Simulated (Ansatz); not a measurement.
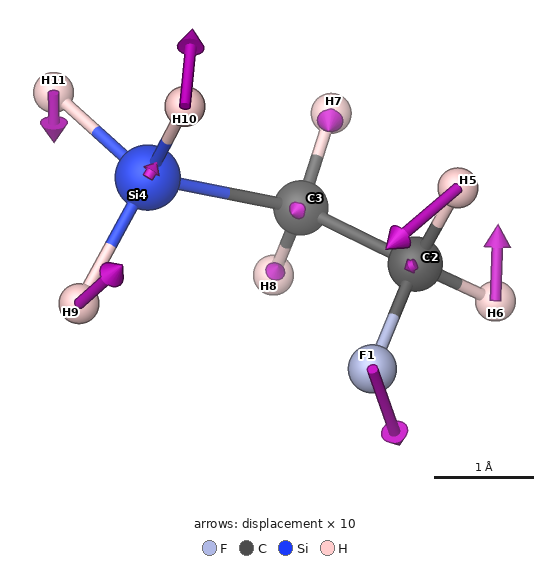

A relaxation of C2H7FSi. The starting structure is drawn; purple arrows show the displacements, 10 times their true length. The two geometries are superimposed by the best rigid fit.

The picture is a ball-and-stick view, seen from a free direction.

The start comes from PBE-D4/def2-SVP.

The calculation used RKS PBE0-D4/def2-TZVP in Ansatz.

The input:
```yaml
crystal:
  periodic: [false, false, false]
  atoms:
    - {symbol: F, position_ang: [-1.190723, 1.449684, 0.634533]}
    - {symbol: C, position_ang: [0.181616, 1.217767, 0.715989]}
    - {symbol: C, position_ang: [0.476733, -0.260842, 0.508538]}
    - {symbol: Si, position_ang: [-0.421876, -0.997057, -1.004143]}
    - {symbol: H, position_ang: [0.683064, 1.833402, -0.065593]}
    - {symbol: H, position_ang: [0.529072, 1.576032, 1.711697]}
    - {symbol: H, position_ang: [1.570877, -0.405214, 0.377900]}
    - {symbol: H, position_ang: [0.183088, -0.849449, 1.404379]}
    - {symbol: H, position_ang: [-1.886796, -1.190402, -0.742893]}
    - {symbol: H, position_ang: [-0.243976, -0.093139, -2.193893]}
    - {symbol: H, position_ang: [0.184320, -2.337681, -1.325815]}
basis:
  gaussian: {orbitals: def2-TZVP}
hamiltonian: {xc: pbe0, dispersion: d4}
relax: {f_tol: 0.005, max_steps: 150}
```

Launched with:
```bash
ansatz run in.yaml --threads 2 --pin off --events-out ev --progress --plain --max-ram 4352MiB
```

What did the optimiser do to the structure, and how much energy did it gain?

The atom that moves furthest after the best rigid fit is F1 (0.13 Å). By element the largest moves are F 0.13 Å, H 0.12 Å, Si 0.02 Å, C 0.02 Å. Among the contacts that change: C3–Si4 1.907 → 1.886 Å, C2–H5 1.114 → 1.095 Å, Si4–H11 1.506 → 1.488 Å, Si4–H9 1.501 → 1.484 Å. The energy falls by 4.02 kJ/mol in 7 geometry steps. Largest force component: 0.53 eV/Å at the start, 0.0025 eV/Å at the end.
